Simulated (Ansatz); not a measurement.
## Geometry relaxation of GeAsNH8 (part 1 of 5)

The run: geometry relaxation of GeAsNH8. Method and program: RKS PBE0-D4/def2-TZVP (Ansatz 0.2.0).

The geometry is a transition state displaced along its imaginary mode. The reaction was set up to form Ge1–As7 and N2–H6 and to break Ge1–N2 and H6–As7 (atoms counted from 1 in the order of the input); sticks are drawn by distance alone. Figures and captions count atoms from 1; the log counts them from 0 in places.

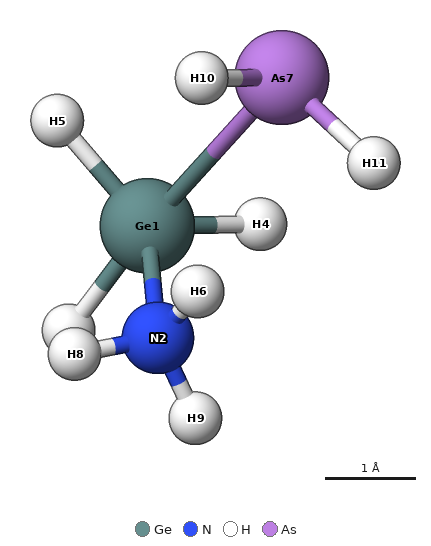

Fig. 1: The structure as given in the input (ball-and-stick view, seen at a tilt; atoms are numbered from 1 in the order of the input). Sticks mark near contacts. Bond lengths as drawn: As–Ge 2.89 Å, As–H 1.56 to 1.60 Å, Ge–H 1.53 to 1.61 Å, Ge–N 2.09 Å and H–N 0.86 to 1.02 Å.

## Input
```yaml
crystal:
  periodic: [false, false, false]
  atoms:
    - {symbol: Ge, position_ang: [-1.126394, -0.371339, 0.517407]}
    - {symbol: N, position_ang: [0.906641, -0.007924, 0.826698]}
    - {symbol: H, position_ang: [-1.215768, -0.642675, 2.097686]}
    - {symbol: H, position_ang: [-1.447126, -1.746482, -0.069882]}
    - {symbol: H, position_ang: [-2.051180, 0.848258, 0.348409]}
    - {symbol: H, position_ang: [1.132253, 0.205756, 0.026856]}
    - {symbol: As, position_ang: [-0.254108, 0.347612, -2.142744]}
    - {symbol: H, position_ang: [1.044035, 0.787794, 1.449472]}
    - {symbol: H, position_ang: [1.351583, -0.819946, 1.247367]}
    - {symbol: H, position_ang: [0.470236, 1.706449, -1.920726]}
    - {symbol: H, position_ang: [1.189829, -0.307604, -2.380543]}
basis:
  gaussian: {orbitals: def2-TZVP}
hamiltonian: {xc: pbe0, dispersion: d4}
relax: {f_tol: 0.005, max_steps: 200}
```

Launch command:
```bash
ansatz run in.yaml --threads 8 --pin off --events-out ev --progress --plain --max-ram 19148MiB
```

## What the program printed
```
Functional definition: PBE0
  name "PBE0"
  cite "Adamo & Barone, J. Chem. Phys. 110, 6158 (1999) doi:10.1063/1.478522"
  cite "Perdew, Burke & Ernzerhof, Phys. Rev. Lett. 77, 3865 (1996) doi:10.1103/PhysRevLett.77.3865"
  parent pbe
  parameter a = 0.25
  parameter kappa = 0.804
  parameter beta = 0.06672455060314922
  exchange = (1 - a)*pbe_x(kappa = kappa, mu = beta*pi^2/3) + a*exact_x
  correlation = pbe_c(beta = beta)
1331 factors; their error is unknown
mean field evaluation 1: about -118956.3066 eV, gradient 5.5e1 eV
mean field evaluation 2: about -118952.3647 eV, gradient 6.8e1 eV
mean field evaluation 4: about -118961.3543 eV, gradient 3.3e0 eV
mean field evaluation 8: about -118961.3839 eV, gradient 5.1e-2 eV
mean field evaluation 16: about -118961.8989 eV, gradient 1.3e-4 eV
mean field -118961.89888904 eV, -4371.7691489012 hartree, gradient 2.4e-5 eV, S^2 0.000000; 0 other end points of the search recorded, 0 dependent functions left out
the calculation of the forces begins
reference -118961.89892063 eV, -4371.7691500618 hartree; 40, 40 occupied and 135, 135 virtual orbitals, 1331 factors
relax step   1: F+E_penalty+E_count = -118962.09052418 eV  Δ(F+E_penalty+E_count) = +0.000e0 eV  max|allowed force component| = 1.144e1 eV/Å  Δτ_max = 0.0000 Å  (28 SCF iters, accepted)
these checks for a lower state are left out or cut short: starts, cluster_reference, orbital_swaps, neighbouring_geometries, increment
1331 factors; their error is unknown
mean field -118962.89787166 eV, -4371.8058608353 hartree, gradient 9.0e-6 eV, S^2 0.000000; 0 other end points of the search recorded, 0 dependent functions left out
the calculation of the forces begins
reference -118962.89790275 eV, -4371.8058619778 hartree; 40, 40 occupied and 135, 135 virtual orbitals, 1331 factors
relax step   2: F+E_penalty+E_count = -118963.09193167 eV  Δ(F+E_penalty+E_count) = -1.001e0 eV  max|allowed force component| = 1.244e0 eV/Å  Δτ_max = 0.1945 Å  (31 SCF iters, accepted)
[... from here on the SCF iterations and repeated set-up lines of each step are left out, up to the last step ...]
relax step   3: F+E_penalty+E_count = -118963.22754791 eV  Δ(F+E_penalty+E_count) = -1.356e-1 eV  max|allowed force component| = 7.961e-1 eV/Å  Δτ_max = 0.1949 Å  (30 SCF iters, accepted)
relax step   4: F+E_penalty+E_count = -118963.42260762 eV  Δ(F+E_penalty+E_count) = -1.951e-1 eV  max|allowed force component| = 1.446e0 eV/Å  Δτ_max = 0.1950 Å  (31 SCF iters, accepted)
relax step   5: F+E_penalty+E_count = -118963.71971305 eV  Δ(F+E_penalty+E_count) = -2.971e-1 eV  max|allowed force component| = 7.386e-1 eV/Å  Δτ_max = 0.1968 Å  (30 SCF iters, accepted)
relax step   6: F+E_penalty+E_count = -118964.00055081 eV  Δ(F+E_penalty+E_count) = -2.808e-1 eV  max|allowed force component| = 7.824e-1 eV/Å  Δτ_max = 0.1969 Å  (30 SCF iters, accepted)
relax step   7: F+E_penalty+E_count = -118964.23075984 eV  Δ(F+E_penalty+E_count) = -2.302e-1 eV  max|allowed force component| = 4.449e-1 eV/Å  Δτ_max = 0.1942 Å  (28 SCF iters, accepted)
relax step   8: F+E_penalty+E_count = -118964.32385034 eV  Δ(F+E_penalty+E_count) = -9.309e-2 eV  max|allowed force component| = 6.958e-1 eV/Å  Δτ_max = 0.1922 Å  (30 SCF iters, accepted)
relax step   9: F+E_penalty+E_count = -118964.37667793 eV  Δ(F+E_penalty+E_count) = -5.283e-2 eV  max|allowed force component| = 1.623e-1 eV/Å  Δτ_max = 0.1999 Å  (30 SCF iters, accepted)
relax step  10: F+E_penalty+E_count = -118964.38802155 eV  Δ(F+E_penalty+E_count) = -1.134e-2 eV  max|allowed force component| = 1.337e-1 eV/Å  Δτ_max = 0.1999 Å  (29 SCF iters, accepted)
relax step  11: F+E_penalty+E_count = -118964.39575775 eV  Δ(F+E_penalty+E_count) = -7.736e-3 eV  max|allowed force component| = 1.451e-1 eV/Å  Δτ_max = 0.0846 Å  (30 SCF iters, accepted)
relax step  12: F+E_penalty+E_count = -118964.39841839 eV  Δ(F+E_penalty+E_count) = -2.661e-3 eV  max|allowed force component| = 3.065e-1 eV/Å  Δτ_max = 0.0855 Å  (30 SCF iters, accepted)
relax step  13: F+E_penalty+E_count = -118964.41020082 eV  Δ(F+E_penalty+E_count) = -1.178e-2 eV  max|allowed force component| = 6.077e-2 eV/Å  Δτ_max = 0.2000 Å  (29 SCF iters, accepted)
relax step  14: F+E_penalty+E_count = -118964.41103799 eV  Δ(F+E_penalty+E_count) = -8.372e-4 eV  max|allowed force component| = 1.396e-1 eV/Å  Δτ_max = 0.0940 Å  (28 SCF iters, accepted)
relax step  15: F+E_penalty+E_count = -118964.40519878 eV  Δ(F+E_penalty+E_count) = +5.839e-3 eV  max|allowed force component| = 6.794e-1 eV/Å  Δτ_max = 0.1951 Å  (28 SCF iters, rejected (line search))
relax step  16: F+E_penalty+E_count = -118964.41954478 eV  Δ(F+E_penalty+E_count) = -8.507e-3 eV  max|allowed force component| = 2.567e-2 eV/Å  Δτ_max = 0.0975 Å  (29 SCF iters, accepted)
relax step  17: F+E_penalty+E_count = -118964.42009397 eV  Δ(F+E_penalty+E_count) = -5.492e-4 eV  max|allowed force component| = 1.954e-1 eV/Å  Δτ_max = 0.0977 Å  (29 SCF iters, accepted)
relax step  18: F+E_penalty+E_count = -118964.42212128 eV  Δ(F+E_penalty+E_count) = -2.027e-3 eV  max|allowed force component| = 8.405e-2 eV/Å  Δτ_max = 0.0224 Å  (31 SCF iters, accepted)
relax step  19: F+E_penalty+E_count = -118964.42418999 eV  Δ(F+E_penalty+E_count) = -2.069e-3 eV  max|allowed force component| = 3.761e-2 eV/Å  Δτ_max = 0.0712 Å  (30 SCF iters, accepted)
relax step  20: F+E_penalty+E_count = -118964.42174134 eV  Δ(F+E_penalty+E_count) = +2.449e-3 eV  max|allowed force component| = 5.107e-1 eV/Å  Δτ_max = 0.1517 Å  (28 SCF iters, rejected (line search))
relax step  21: F+E_penalty+E_count = -118964.42588126 eV  Δ(F+E_penalty+E_count) = -1.691e-3 eV  max|allowed force component| = 1.301e-1 eV/Å  Δτ_max = 0.0744 Å  (30 SCF iters, accepted)
relax step  22: F+E_penalty+E_count = -118964.42642814 eV  Δ(F+E_penalty+E_count) = -5.469e-4 eV  max|allowed force component| = 2.093e-1 eV/Å  Δτ_max = 0.0543 Å  (30 SCF iters, accepted)
relax step  23: F+E_penalty+E_count = -118964.42743119 eV  Δ(F+E_penalty+E_count) = -1.003e-3 eV  max|allowed force component| = 1.397e-1 eV/Å  Δτ_max = 0.0214 Å  (31 SCF iters, accepted)
relax step  24: F+E_penalty+E_count = -118964.42755644 eV  Δ(F+E_penalty+E_count) = -1.252e-4 eV  max|allowed force component| = 1.344e-1 eV/Å  Δτ_max = 0.0786 Å  (29 SCF iters, accepted)
relax step  25: F+E_penalty+E_count = -118964.42953498 eV  Δ(F+E_penalty+E_count) = -1.979e-3 eV  max|allowed force component| = 8.094e-2 eV/Å  Δτ_max = 0.0313 Å  (31 SCF iters, accepted)
relax step  26: F+E_penalty+E_count = -118964.43131546 eV  Δ(F+E_penalty+E_count) = -1.780e-3 eV  max|allowed force component| = 4.423e-2 eV/Å  Δτ_max = 0.0573 Å  (30 SCF iters, accepted)
relax step  27: F+E_penalty+E_count = -118964.43303602 eV  Δ(F+E_penalty+E_count) = -1.721e-3 eV  max|allowed force component| = 8.911e-2 eV/Å  Δτ_max = 0.1106 Å  (29 SCF iters, accepted)
relax step  28: F+E_penalty+E_count = -118964.43307828 eV  Δ(F+E_penalty+E_count) = -4.226e-5 eV  max|allowed force component| = 2.620e-1 eV/Å  Δτ_max = 0.1231 Å  (29 SCF iters, accepted)
relax step  29: F+E_penalty+E_count = -118964.43499608 eV  Δ(F+E_penalty+E_count) = -1.918e-3 eV  max|allowed force component| = 1.354e-1 eV/Å  Δτ_max = 0.0178 Å  (31 SCF iters, accepted)
relax step  30: F+E_penalty+E_count = -118964.43713529 eV  Δ(F+E_penalty+E_count) = -2.139e-3 eV  max|allowed force component| = 9.947e-3 eV/Å  Δτ_max = 0.0573 Å  (31 SCF iters, accepted)
relax step  31: F+E_penalty+E_count = -118964.44109606 eV  Δ(F+E_penalty+E_count) = -3.961e-3 eV  max|allowed force component| = 1.462e-1 eV/Å  Δτ_max = 0.1966 Å  (29 SCF iters, accepted)
relax step  32: F+E_penalty+E_count = -118964.43500336 eV  Δ(F+E_penalty+E_count) = +6.093e-3 eV  max|allowed force component| = 2.863e-1 eV/Å  Δτ_max = 0.1953 Å  (30 SCF iters, rejected (line search))
relax step  33: F+E_penalty+E_count = -118964.44433385 eV  Δ(F+E_penalty+E_count) = -3.238e-3 eV  max|allowed force component| = 1.261e-1 eV/Å  Δτ_max = 0.0945 Å  (30 SCF iters, accepted)
relax step  34: F+E_penalty+E_count = -118964.44638361 eV  Δ(F+E_penalty+E_count) = -2.050e-3 eV  max|allowed force component| = 1.848e-1 eV/Å  Δτ_max = 0.0968 Å  (29 SCF iters, accepted)
relax step  35: F+E_penalty+E_count = -118964.44633365 eV  Δ(F+E_penalty+E_count) = +4.996e-5 eV  max|allowed force component| = 2.124e-1 eV/Å  Δτ_max = 0.0707 Å  (30 SCF iters, rejected (line search))
relax step  36: F+E_penalty+E_count = -118964.45057662 eV  Δ(F+E_penalty+E_count) = -4.193e-3 eV  max|allowed force component| = 6.112e-2 eV/Å  Δτ_max = 0.0354 Å  (31 SCF iters, accepted)
relax step  37: F+E_penalty+E_count = -118964.45305043 eV  Δ(F+E_penalty+E_count) = -2.474e-3 eV  max|allowed force component| = 1.837e-2 eV/Å  Δτ_max = 0.0750 Å  (30 SCF iters, accepted)
relax step  38: F+E_penalty+E_count = -118964.45425430 eV  Δ(F+E_penalty+E_count) = -1.204e-3 eV  max|allowed force component| = 2.030e-1 eV/Å  Δτ_max = 0.1092 Å  (27 SCF iters, accepted)
relax step  39: F+E_penalty+E_count = -118964.45585558 eV  Δ(F+E_penalty+E_count) = -1.601e-3 eV  max|allowed force component| = 7.051e-2 eV/Å  Δτ_max = 0.0164 Å  (31 SCF iters, accepted)
relax step  40: F+E_penalty+E_count = -118964.45764954 eV  Δ(F+E_penalty+E_count) = -1.794e-3 eV  max|allowed force component| = 2.742e-2 eV/Å  Δτ_max = 0.0614 Å  (30 SCF iters, accepted)
relax step  41: F+E_penalty+E_count = -118964.45856513 eV  Δ(F+E_penalty+E_count) = -9.156e-4 eV  max|allowed force component| = 3.067e-1 eV/Å  Δτ_max = 0.1952 Å  (29 SCF iters, accepted)
relax step  42: F+E_penalty+E_count = -118964.46181378 eV  Δ(F+E_penalty+E_count) = -3.249e-3 eV  max|allowed force component| = 1.289e-1 eV/Å  Δτ_max = 0.0312 Å  (31 SCF iters, accepted)
relax step  43: F+E_penalty+E_count = -118964.46208177 eV  Δ(F+E_penalty+E_count) = -2.680e-4 eV  max|allowed force component| = 1.207e-1 eV/Å  Δτ_max = 0.0047 Å  (31 SCF iters, accepted)
relax step  44: F+E_penalty+E_count = -118964.46348981 eV  Δ(F+E_penalty+E_count) = -1.408e-3 eV  max|allowed force component| = 4.076e-1 eV/Å  Δτ_max = 0.1965 Å  (28 SCF iters, accepted)
relax step  45: F+E_penalty+E_count = -118964.46686533 eV  Δ(F+E_penalty+E_count) = -3.376e-3 eV  max|allowed force component| = 1.870e-1 eV/Å  Δτ_max = 0.0832 Å  (30 SCF iters, accepted)
relax step  46: F+E_penalty+E_count = -118964.47499655 eV  Δ(F+E_penalty+E_count) = -8.131e-3 eV  max|allowed force component| = 1.214e-1 eV/Å  Δτ_max = 0.2000 Å  (28 SCF iters, accepted)
relax step  47: F+E_penalty+E_count = -118964.48113342 eV  Δ(F+E_penalty+E_count) = -6.137e-3 eV  max|allowed force component| = 1.711e-1 eV/Å  Δτ_max = 0.1114 Å  (29 SCF iters, accepted)
relax step  48: F+E_penalty+E_count = -118964.48309045 eV  Δ(F+E_penalty+E_count) = -1.957e-3 eV  max|allowed force component| = 2.010e-1 eV/Å  Δτ_max = 0.0739 Å  (29 SCF iters, accepted)
relax step  49: F+E_penalty+E_count = -118964.48568922 eV  Δ(F+E_penalty+E_count) = -2.599e-3 eV  max|allowed force component| = 6.287e-2 eV/Å  Δτ_max = 0.1998 Å  (28 SCF iters, accepted)
relax step  50: F+E_penalty+E_count = -118964.48910227 eV  Δ(F+E_penalty+E_count) = -3.413e-3 eV  max|allowed force component| = 4.905e-2 eV/Å  Δτ_max = 0.0558 Å  (29 SCF iters, accepted)
relax step  51: F+E_penalty+E_count = -118964.49005199 eV  Δ(F+E_penalty+E_count) = -9.497e-4 eV  max|allowed force component| = 1.317e-2 eV/Å  Δτ_max = 0.0358 Å  (31 SCF iters, accepted)
relax step  52: F+E_penalty+E_count = -118964.49034210 eV  Δ(F+E_penalty+E_count) = -2.901e-4 eV  max|allowed force component| = 8.305e-3 eV/Å  Δτ_max = 0.0239 Å  (30 SCF iters, accepted)
relax step  53: F+E_penalty+E_count = -118964.49058785 eV  Δ(F+E_penalty+E_count) = -2.457e-4 eV  max|allowed force component| = 8.709e-3 eV/Å  Δτ_max = 0.0183 Å  (30 SCF iters, accepted)
relax step  54: F+E_penalty+E_count = -118964.49068617 eV  Δ(F+E_penalty+E_count) = -9.832e-5 eV  max|allowed force component| = 2.041e-2 eV/Å  Δτ_max = 0.0298 Å  (29 SCF iters, accepted)
relax step  55: F+E_penalty+E_count = -118964.49072731 eV  Δ(F+E_penalty+E_count) = -4.114e-5 eV  max|allowed force component| = 1.313e-2 eV/Å  Δτ_max = 0.0080 Å  (31 SCF iters, accepted)
relax step  56: F+E_penalty+E_count = -118964.49077273 eV  Δ(F+E_penalty+E_count) = -4.542e-5 eV  max|allowed force component| = 2.938e-3 eV/Å  Δτ_max = 0.0091 Å  (31 SCF iters, accepted)
relax step  57: F+E_penalty+E_count = -118964.49078733 eV  Δ(F+E_penalty+E_count) = -1.460e-5 eV  max|allowed force component| = 6.834e-3 eV/Å  Δτ_max = 0.0098 Å  (31 SCF iters, accepted)
relax step  58: F+E_penalty+E_count = -118964.49080228 eV  Δ(F+E_penalty+E_count) = -1.495e-5 eV  max|allowed force component| = 1.276e-2 eV/Å  Δτ_max = 0.0171 Å  (30 SCF iters, accepted)
relax step  59: F+E_penalty+E_count = -118964.49081496 eV  Δ(F+E_penalty+E_count) = -1.268e-5 eV  max|allowed force component| = 1.847e-2 eV/Å  Δτ_max = 0.0121 Å  (30 SCF iters, accepted)
relax step  60: F+E_penalty+E_count = -118964.49083598 eV  Δ(F+E_penalty+E_count) = -2.102e-5 eV  max|allowed force component| = 2.323e-2 eV/Å  Δτ_max = 0.0099 Å  (29 SCF iters, accepted)
relax step  61: F+E_penalty+E_count = -118964.49087012 eV  Δ(F+E_penalty+E_count) = -3.414e-5 eV  max|allowed force component| = 3.076e-2 eV/Å  Δτ_max = 0.0197 Å  (30 SCF iters, accepted)
relax step  62: F+E_penalty+E_count = -118964.49080885 eV  Δ(F+E_penalty+E_count) = +6.127e-5 eV  max|allowed force component| = 3.603e-2 eV/Å  Δτ_max = 0.0155 Å  (30 SCF iters, rejected (line search))
relax step  63: F+E_penalty+E_count = -118964.49091201 eV  Δ(F+E_penalty+E_count) = -4.189e-5 eV  max|allowed force component| = 1.901e-2 eV/Å  Δτ_max = 0.0075 Å  (31 SCF iters, accepted)
relax step  64: F+E_penalty+E_count = -118964.49092817 eV  Δ(F+E_penalty+E_count) = -1.616e-5 eV  max|allowed force component| = 2.210e-2 eV/Å  Δτ_max = 0.0301 Å  (29 SCF iters, accepted)
relax step  65: F+E_penalty+E_count = -118964.49095881 eV  Δ(F+E_penalty+E_count) = -3.063e-5 eV  max|allowed force component| = 5.198e-2 eV/Å  Δτ_max = 0.0313 Å  (29 SCF iters, accepted)
relax step  66: F+E_penalty+E_count = -118964.49102108 eV  Δ(F+E_penalty+E_count) = -6.227e-5 eV  max|allowed force component| = 2.881e-2 eV/Å  Δτ_max = 0.0075 Å  (31 SCF iters, accepted)
relax step  67: F+E_penalty+E_count = -118964.49104503 eV  Δ(F+E_penalty+E_count) = -2.395e-5 eV  max|allowed force component| = 1.774e-2 eV/Å  Δτ_max = 0.0056 Å  (31 SCF iters, accepted)
relax step  68: F+E_penalty+E_count = -118964.49111031 eV  Δ(F+E_penalty+E_count) = -6.528e-5 eV  max|allowed force component| = 2.267e-2 eV/Å  Δτ_max = 0.0343 Å  (29 SCF iters, accepted)
relax step  69: F+E_penalty+E_count = -118964.49093316 eV  Δ(F+E_penalty+E_count) = +1.771e-4 eV  max|allowed force component| = 1.066e-1 eV/Å  Δτ_max = 0.0555 Å  (29 SCF iters, rejected (line search))
relax step  70: F+E_penalty+E_count = -118964.49116582 eV  Δ(F+E_penalty+E_count) = -5.551e-5 eV  max|allowed force component| = 2.092e-2 eV/Å  Δτ_max = 0.0209 Å  (30 SCF iters, accepted)
relax step  71: F+E_penalty+E_count = -118964.49118611 eV  Δ(F+E_penalty+E_count) = -2.029e-5 eV  max|allowed force component| = 4.436e-2 eV/Å  Δτ_max = 0.0319 Å  (29 SCF iters, accepted)
relax step  72: F+E_penalty+E_count = -118964.49120427 eV  Δ(F+E_penalty+E_count) = -1.817e-5 eV  max|allowed force component| = 1.709e-2 eV/Å  Δτ_max = 0.0050 Å  (31 SCF iters, accepted)
relax step  73: F+E_penalty+E_count = -118964.49126375 eV  Δ(F+E_penalty+E_count) = -5.948e-5 eV  max|allowed force component| = 3.127e-3 eV/Å  Δτ_max = 0.0106 Å  (31 SCF iters, accepted)
relax step  74: F+E_penalty+E_count = -118964.49129547 eV  Δ(F+E_penalty+E_count) = -3.171e-5 eV  max|allowed force component| = 1.012e-2 eV/Å  Δτ_max = 0.0147 Å  (30 SCF iters, accepted)
relax step  75: F+E_penalty+E_count = -118964.49131005 eV  Δ(F+E_penalty+E_count) = -1.458e-5 eV  max|allowed force component| = 3.476e-2 eV/Å  Δτ_max = 0.0263 Å  (29 SCF iters, accepted)
relax step  76: F+E_penalty+E_count = -118964.49133442 eV  Δ(F+E_penalty+E_count) = -2.437e-5 eV  max|allowed force component| = 2.281e-2 eV/Å  Δτ_max = 0.0017 Å  (32 SCF iters, accepted)
relax step  77: F+E_penalty+E_count = -118964.49136539 eV  Δ(F+E_penalty+E_count) = -3.097e-5 eV  max|allowed force component| = 2.326e-3 eV/Å  Δτ_max = 0.0074 Å  (31 SCF iters, accepted)
relax step  78: F+E_penalty+E_count = -118964.49139906 eV  Δ(F+E_penalty+E_count) = -3.367e-5 eV  max|allowed force component| = 7.717e-3 eV/Å  Δτ_max = 0.0196 Å  (30 SCF iters, accepted)
relax step  79: F+E_penalty+E_count = -118964.48769411 eV  Δ(F+E_penalty+E_count) = +3.705e-3 eV  max|allowed force component| = 3.340e-1 eV/Å  Δτ_max = 0.1184 Å  (28 SCF iters, rejected (line search))
relax step  80: F+E_penalty+E_count = -118964.49127319 eV  Δ(F+E_penalty+E_count) = +1.259e-4 eV  max|allowed force component| = 1.939e-2 eV/Å  Δτ_max = 0.0067 Å  (31 SCF iters, rejected (line search))
these checks for a lower state are left out or cut short: starts, cluster_reference, orbital_swaps, neighbouring_geometries, increment
1331 factors; their error is unknown
mean field evaluation 576: about -118964.3119 eV, gradient 2.7e-3 eV
mean field -118964.31187654 eV, -4371.8578245562 hartree, gradient 2.0e-5 eV, S^2 0.000000; 0 other end points of the search recorded, 0 dependent functions left out
the calculation of the forces begins
reference -118964.31191025 eV, -4371.8578257951 hartree; 40, 40 occupied and 135, 135 virtual orbitals, 1331 factors
relax step  81: F+E_penalty+E_count = -118964.49140926 eV  Δ(F+E_penalty+E_count) = -1.020e-5 eV  max|allowed force component| = 1.932e-3 eV/Å  Δτ_max = 0.0032 Å  (31 SCF iters, accepted)
```

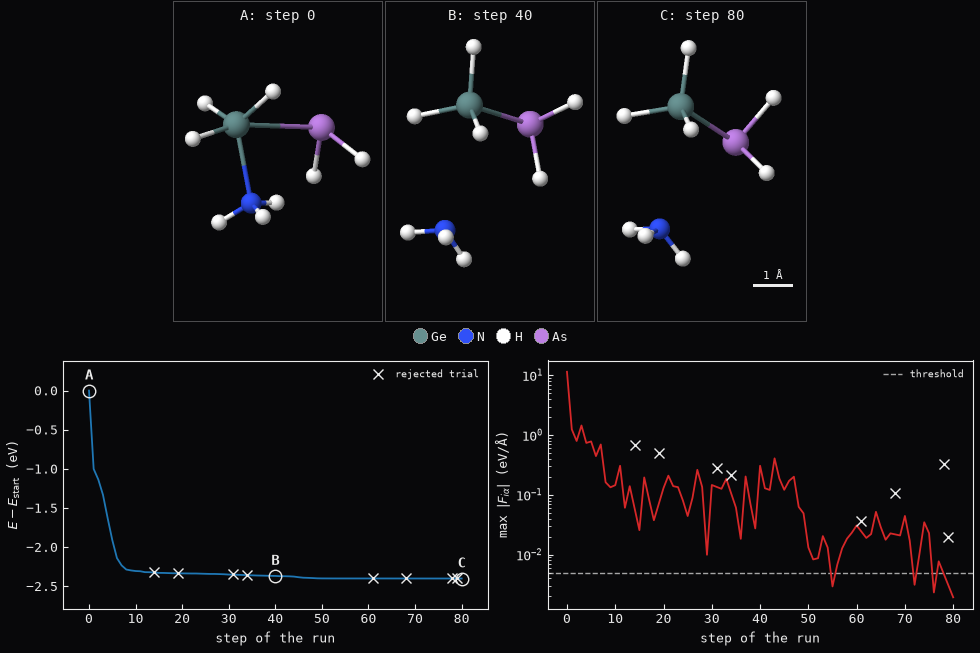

Fig. 2: Frames of the relaxation (ball-and-stick view, seen at a tilt) above the curves, on which the letters mark them (the first geometry is step 0 here and step 1 in the log).

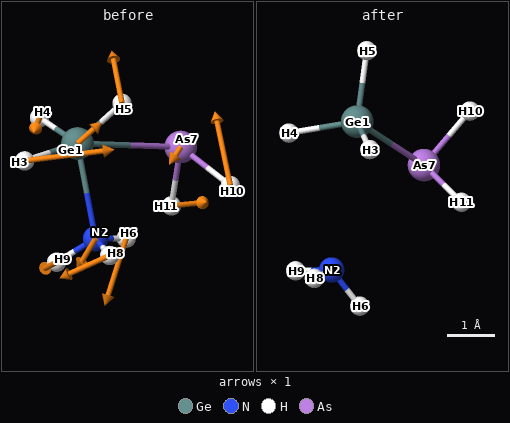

Fig. 3: Before (left) and after (right) the relaxation, at one scale (ball-and-stick view, seen at a tilt). The orange arrows give the displacements, at true length. The atom that moves furthest after the best rigid fit is H11 (2.17 Å). By element the largest moves are H 2.17 Å, N 0.87 Å, Ge 0.71 Å, As 0.47 Å. Among the contacts that change: Ge1–N2 2.088 → 3.267 Å, Ge1–As7 2.890 → 2.422 Å, N2–H6 0.858 → 1.013 Å, As7–H11 1.603 → 1.519 Å. Bonds break: Ge1–N2 (2.09 → 3.27 Å). Among the angles that change: H3–Ge1–As7 164.7° → 112.4°, H5–Ge1–As7 83.3° → 110.0°, H4–Ge1–As7 86.2° → 109.4°. The energy falls by 2.401 eV in 80 geometry steps. The largest force component goes from 11 to 0.0019 eV/Å. The line search rejected the trial steps at points 14, 19, 31, 34, 61, 68, 78, 79 (counted from 0) and went back. (Atoms are counted from 1 in the order of the input.)
